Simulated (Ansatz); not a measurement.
CH5As

Input file:

```
crystal:
  periodic: [false, false, false]
  atoms:
    - { symbol: C, position_ang: [-0.0136, -0.7793, -0.2234] }
    - { symbol: As, position_ang: [0.7436, 0.8114, 0.6704] }
    - { symbol: H, position_ang: [-0.2983, -1.5308, 0.4943] }
    - { symbol: H, position_ang: [0.7115, -1.1071, -1.0098] }
    - { symbol: H, position_ang: [-1.011, -0.4364, -0.7363] }
    - { symbol: H, position_ang: [-0.6142, 1.2344, 1.325] }
    - { symbol: H, position_ang: [0.5432, 1.7398, -0.5658] }
basis:
  gaussian: { orbitals: def2-TZVP }
hamiltonian:
  xc: r2scan
  dispersion: d4
relax:
  f_tol: 0.02
  max_steps: 50
output:
  orbitals: {}
```

Command:

```sh
ansatz run input.yaml --threads 2 --pin off --max-ram 3072MiB --backend cpu --events-out ev --progress --plain --runs-dir out
```

The fields are those of the run's last geometry, not of the input's.

The calculation used RKS r2SCAN-D4/def2-TZVP in Ansatz.

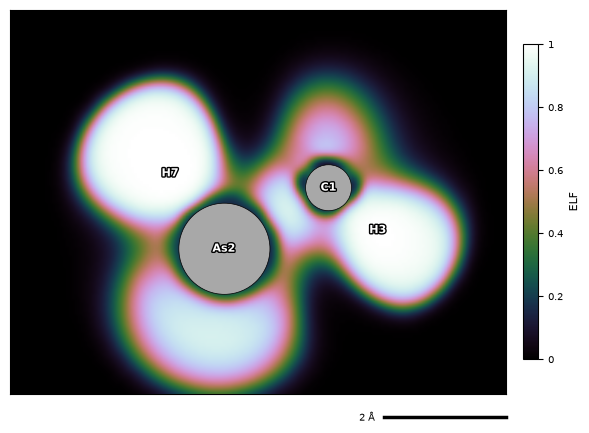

Figure 1. Electron localisation function on the plane of atoms C1, As2 and H7. Grey discs cover the atomic cores.

Describe what can be read from this map.

Atoms in the plane: C, As and H.
C–As (1.98 Å): the ELF peaks at about 0.90 between the atoms: a shared electron pair.
C–H (1.09 Å): the ELF climbs to about 1 towards the hydrogen, as it does in any bond to H: an ordinary covalent bond to hydrogen.
As–H (1.52 Å): the ELF climbs to about 1 towards the hydrogen.
The ELF also peaks beside As2, away from the bonds: lone-pair regions.

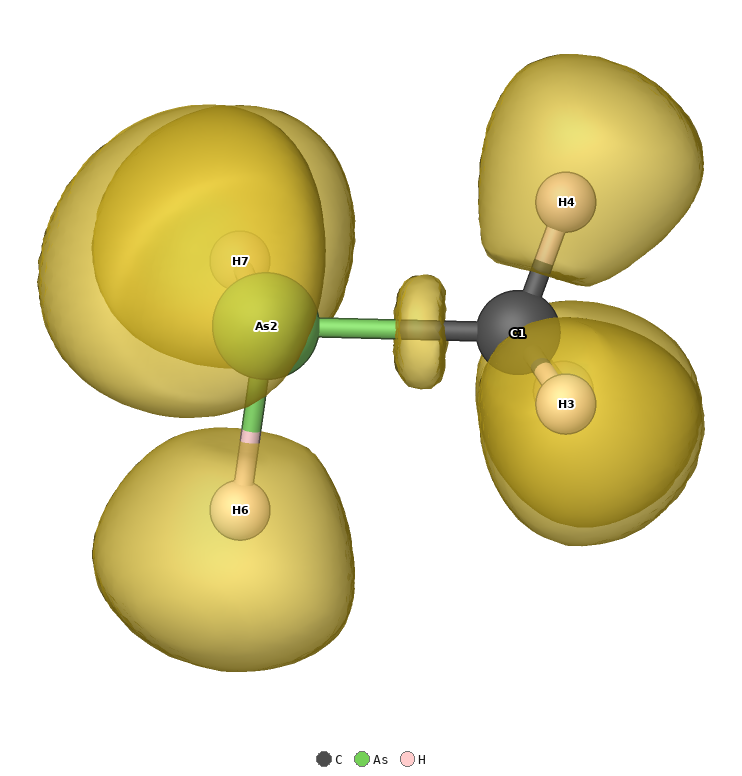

Figure 2. Isosurface of the ELF at 0.8 (yellow), seen at a tilt. Only the valence region is drawn (cores and ρ < 0.01 e/Å³ removed).

What do the ELF domains correspond to?

At this value the surface marks out one region between bonded As–C atoms (shared pairs), five regions around hydrogen nuclei and one lobe on As, pointing away from the bonds (lone pairs).

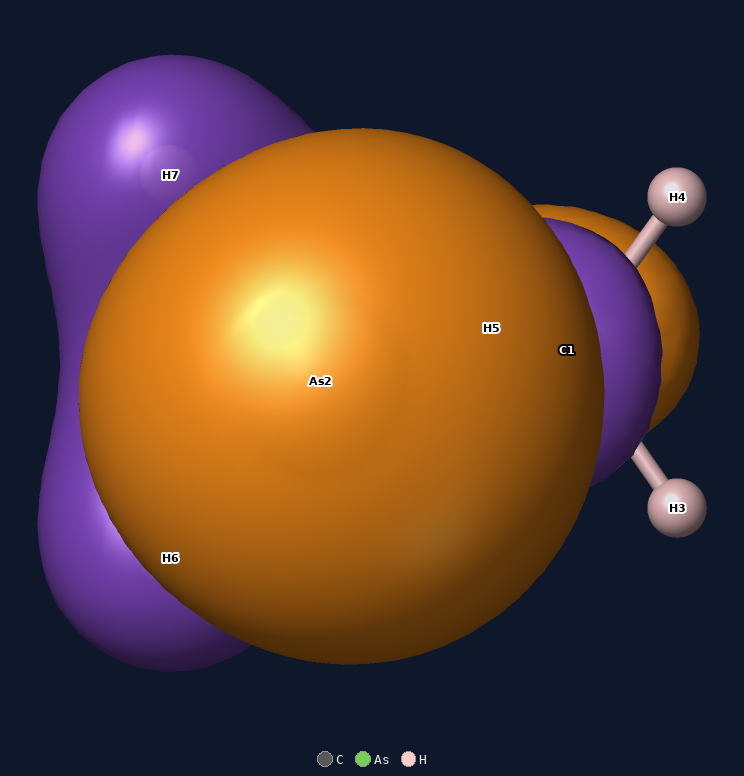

Figure 3. The HOMO at ±0.1 Å⁻³ᐟ² (orange and purple are the two phases), seen at a tilt.

Where does this orbital lie, and at what energy?

Its weight (Hirshfeld) is mainly on As2 (about 70 %), C1 (about 10 %), H6 (about 5 %) and H7 (about 5 %); largely a lone pair of As2. Its energy is −6.38 eV.
